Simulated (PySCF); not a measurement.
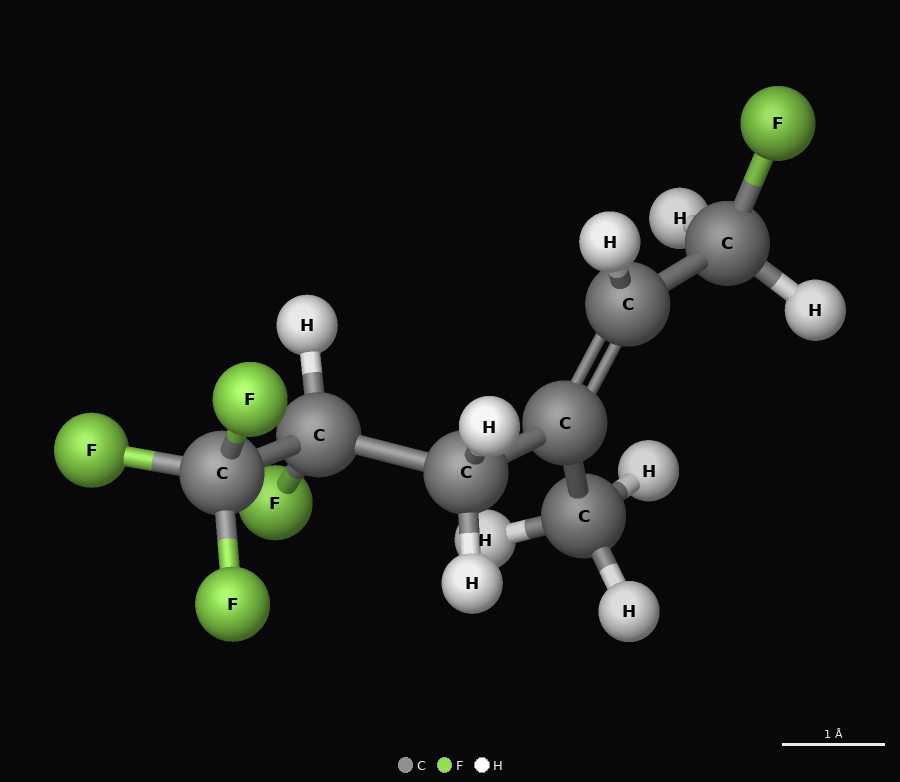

Ball-and-stick drawing of a structure.

The computed structure is the end point of a GFN2-xTB optimisation. No frequency run is at hand to confirm it as a minimum.

Describe the molecule.

It has 21 atoms: 7 carbon, 9 hydrogen and 5 fluorine (C₇H₉F₅). SMILES: `C/C(=C\CF)C[C@@H](F)C(F)(F)F`. It has no ring. Among its groups: alkene, C–F bond. The point group is C1. Coordination: 5 C tetrahedral; 2 C trigonal planar.

More results for the same structure follow; atom numbers are the same in all pictures, views and colours differ.

Electronic properties

No frequency run is at hand to confirm it as a minimum. Level of theory: PBE0/pcSseg-1, gas phase (PySCF 2.14.0).

Give the HOMO energy (Kohn–Sham orbital) at this level.

−7.44 eV.

What is the LUMO energy (Kohn–Sham orbital)?

−0.15 eV.

What is the dipole moment?

1.74 D.

NMR shielding

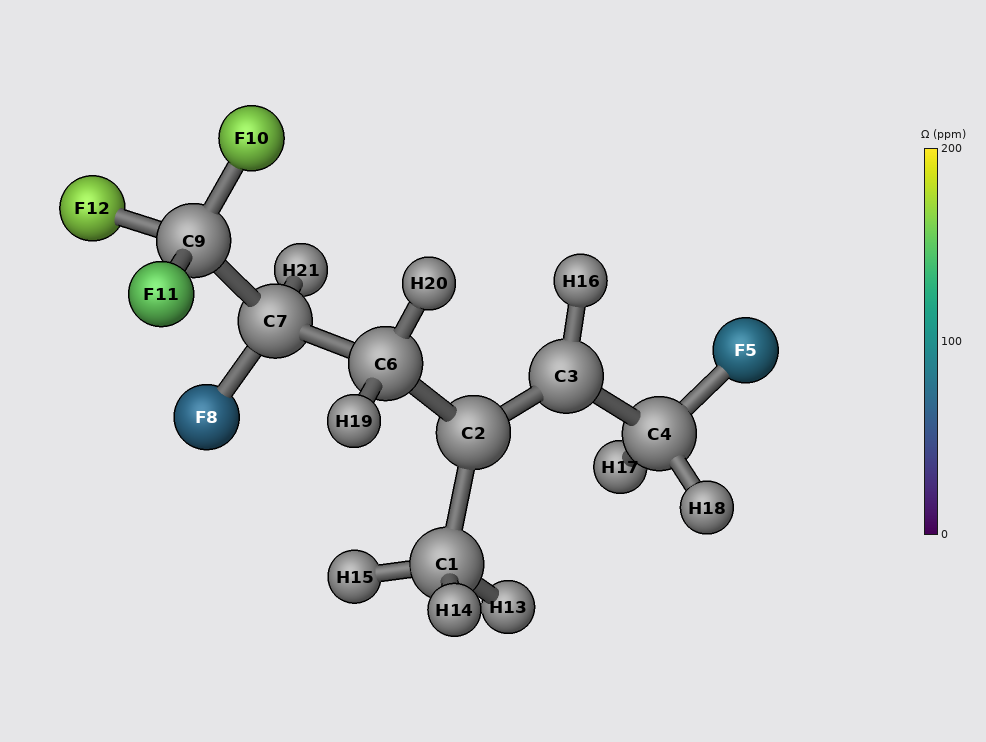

The F atoms are coloured by the span of their shielding tensor. No frequency run is at hand to confirm it as a minimum. Method: GIAO PBE0/pcSseg-1 NMR shielding, non-relativistic, gas phase (PySCF 2.14.0). Principal shieldings σ11 ≤ σ22 ≤ σ33, span Ω = σ33 − σ11, skew κ = 3(σiso − σ22)/Ω.

Give the shielding tensors of the F atoms.

```csv
atom,σ11,σ22,σ33,σiso,Ω,κ
F5,399.6,418.4,475.7,431.2,76.1,0.51
F8,365.2,400.1,435.4,400.2,70.2,0.01
F10,183.6,266.9,346.8,265.8,163.2,−0.02
F11,194.2,281.5,347.0,274.2,152.8,−0.14
F12,181.6,267.8,347.0,265.4,165.4,−0.04
```

Shieldings and span in ppm.

Charges

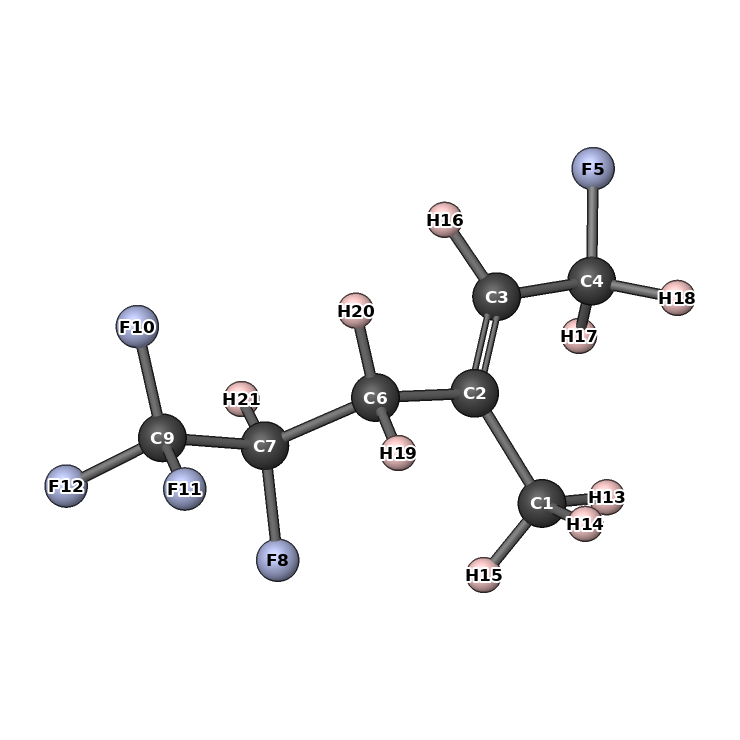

The questions are on Hirshfeld charges. No frequency run is at hand to confirm it as a minimum. Method: PBE0/pcSseg-1, gas phase (PySCF 2.14.0).

List the Hirshfeld charges.

| atom | value (e) |
| --- | --- |
| C1 | −0.12 |
| C2 | 0.01 |
| C3 | −0.07 |
| C4 | 0.03 |
| F5 | −0.12 |
| C6 | −0.08 |
| C7 | 0.05 |
| F8 | −0.09 |
| C9 | 0.25 |
| F10 | −0.09 |
| F11 | −0.08 |
| F12 | −0.09 |
| H13 | 0.05 |
| H14 | 0.05 |
| H15 | 0.04 |
| H16 | 0.04 |
| H17 | 0.05 |
| H18 | 0.05 |
| H19 | 0.04 |
| H20 | 0.05 |
| H21 | 0.05 |
